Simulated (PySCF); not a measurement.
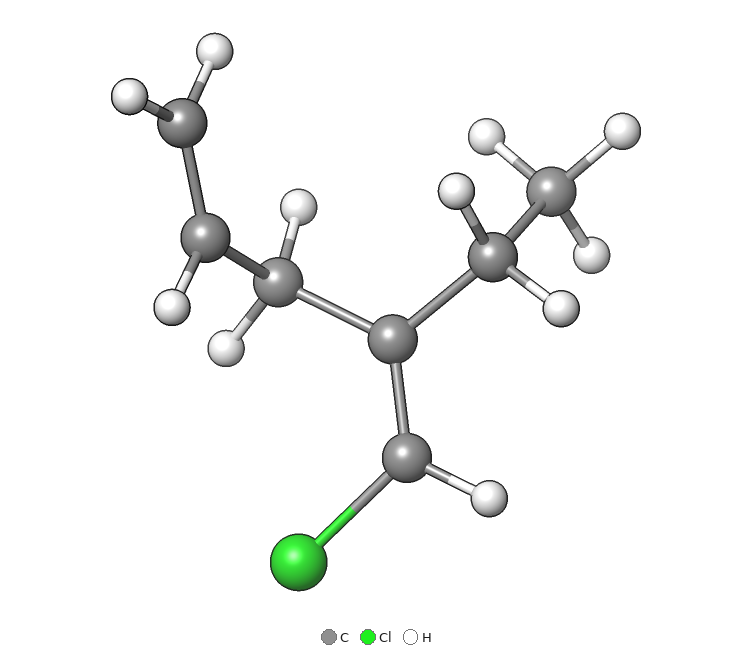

The picture shows a molecular structure as a ball-and-stick model. Every bond is drawn as one stick, whatever its order.

Question: Give the formula.

Answer: C7H11Cl, 19 atoms: 7 carbon, 11 hydrogen and 1 chlorine.

Question: Name some functional groups or characteristic bonds that it holds.

Answer: Among them: alkene, C–Cl bond.

Question: Count the bonded pairs by element.

Answer: 11 C–H, 6 C–C, 1 C–Cl.

The parts below concern this one geometry. Atoms keep their numbers from picture to picture. The computed structure is the end point of a PBE0-D3(BJ)/def2-SVP optimisation. No frequency run is at hand to confirm it as a minimum.

## Symmetry

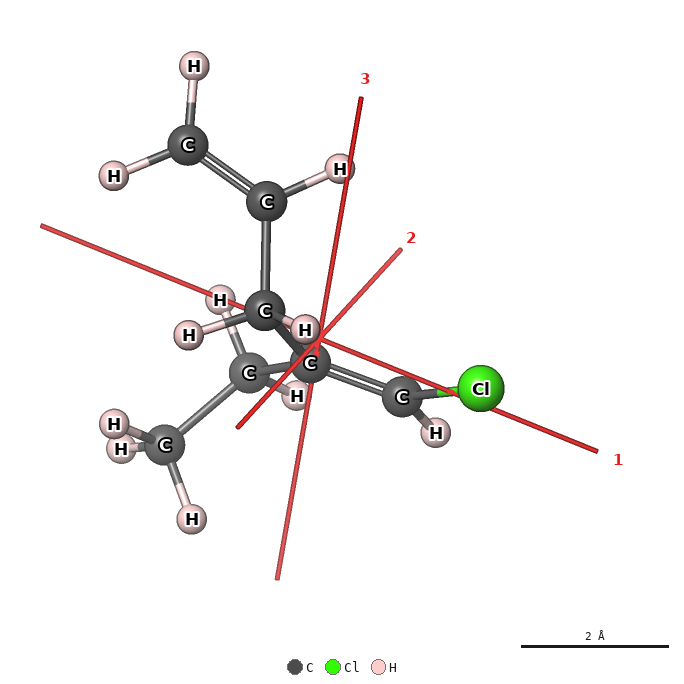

The three principal axes of inertia are drawn and numbered. Atoms fade into the background with distance from the viewer. No frequency run is at hand to confirm it as a minimum. Masses are those of the most abundant isotopes; constants are for the rigid equilibrium geometry.

Question: Which line is the a axis (least moment of inertia), which b and which c?

Answer: a is line 1, b is line 3, c is line 2; the moments are 273, 445, 660 u Å².

Question: Classify the rotor and give the rotational constants (cm⁻¹).

Answer: An asymmetric top (C1): A = 0.0618, B = 0.0379, C = 0.0256 cm⁻¹. Ray's parameter κ is −0.32, nearer the prolate limit.

## Excitation

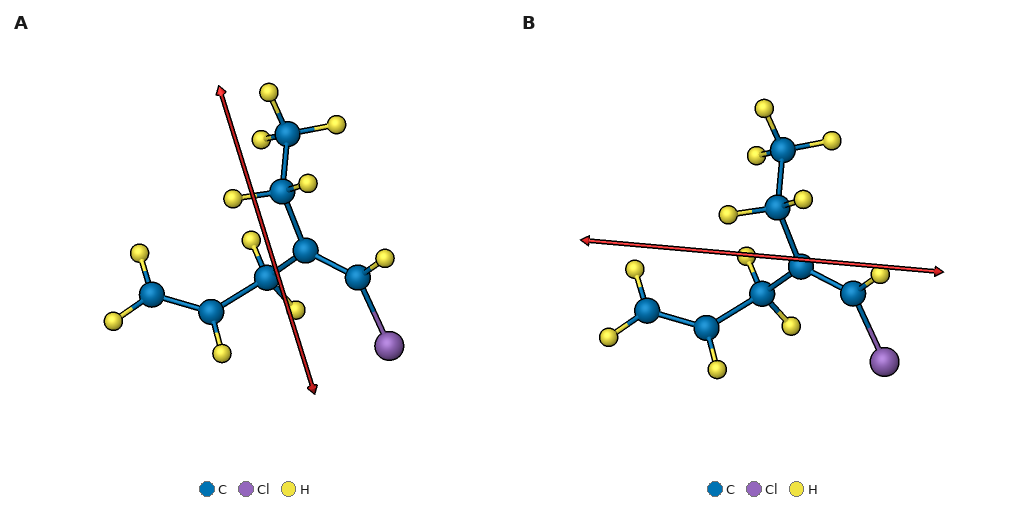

The double arrows show the directions of two transition dipoles from the ground state (lengths mean nothing). No frequency run is at hand to confirm it as a minimum. Level of theory: TDDFT PBE0/def2-SVPD, vertical, gas phase, core orbitals frozen in the response (PySCF 2.14.0).

Question: One belongs to singlet state 2 and one to singlet state 6. Which is which?

Answer: A: state 6, 7.14 eV (174 nm), oscillator strength 0.016, mainly HOMO → LUMO+4 (weight 0.85).
B: state 2, 6.33 eV (196 nm), oscillator strength 0.078, mainly HOMO−1 → LUMO (weight 0.82).

## NMR shielding

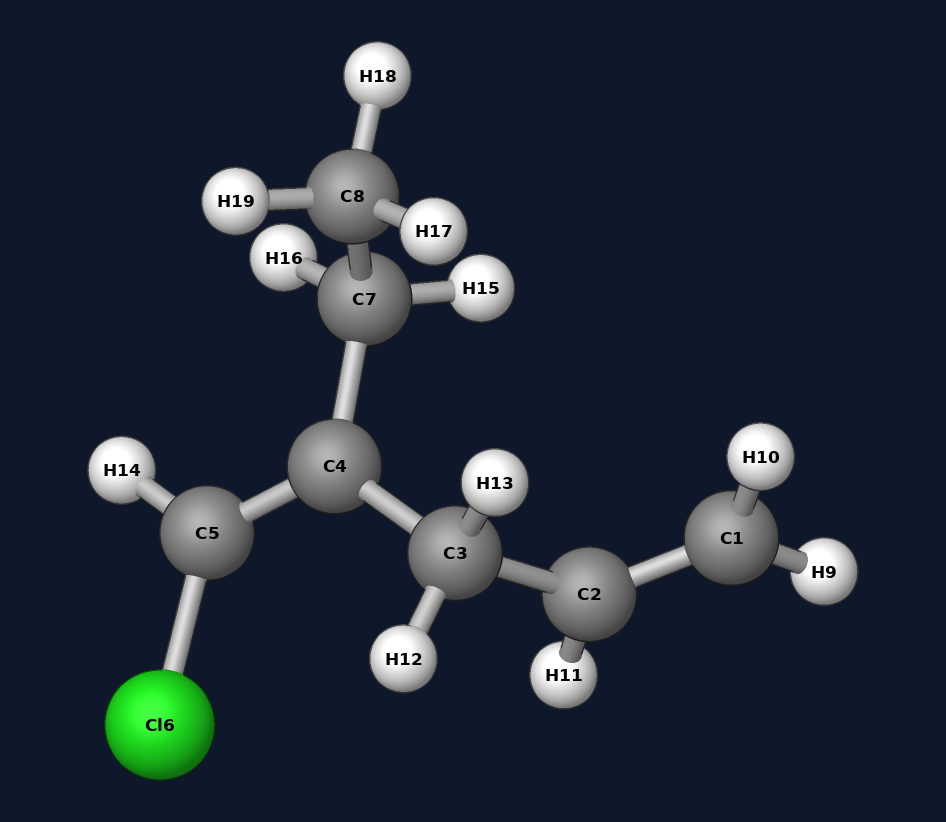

No frequency run is at hand to confirm it as a minimum. Method: GIAO WP04/pcSseg-1 NMR shielding, non-relativistic, gas phase (PySCF 2.14.0). Principal shieldings σ11 ≤ σ22 ≤ σ33, span Ω = σ33 − σ11, skew κ = 3(σiso − σ22)/Ω.

Give the shielding tensors of the Cl atoms.

```csv
atom,σ11,σ22,σ33,σiso,Ω,κ
Cl6,498.4,720.0,963.7,727.4,465.3,0.05
```

Shieldings and span in ppm.

## Quadrupole coupling

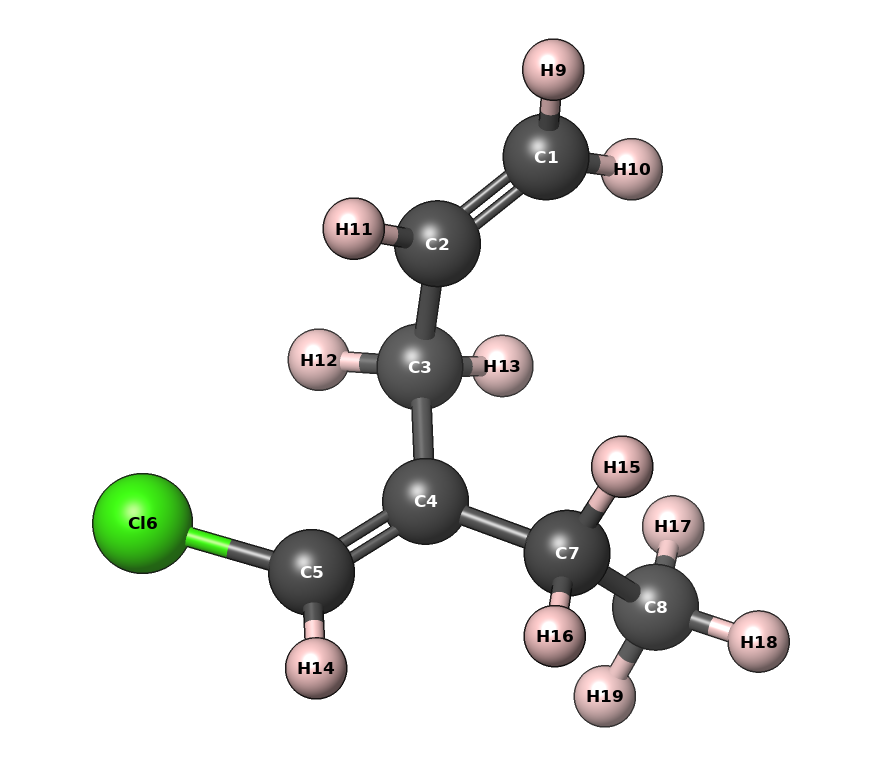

No frequency run is at hand to confirm it as a minimum. Electric field gradients from the ground-state density, PBE0/pcSseg-1 (PySCF 2.14.0), non-relativistic apart from any core potentials.

Give the largest field-gradient component, the quadrupole coupling constant and the asymmetry for 35Cl at Cl6 (Q = −81.7 mb), 2H at H9 (Q = 2.86 mb), 2H at H10 (Q = 2.86 mb).

```
atom  V_zz (a.u.)  e²qQ/h (MHz)     η
 Cl6        3.761         −72.2  0.11
  H9        0.307         0.207  0.06
 H10        0.304         0.204  0.06
```
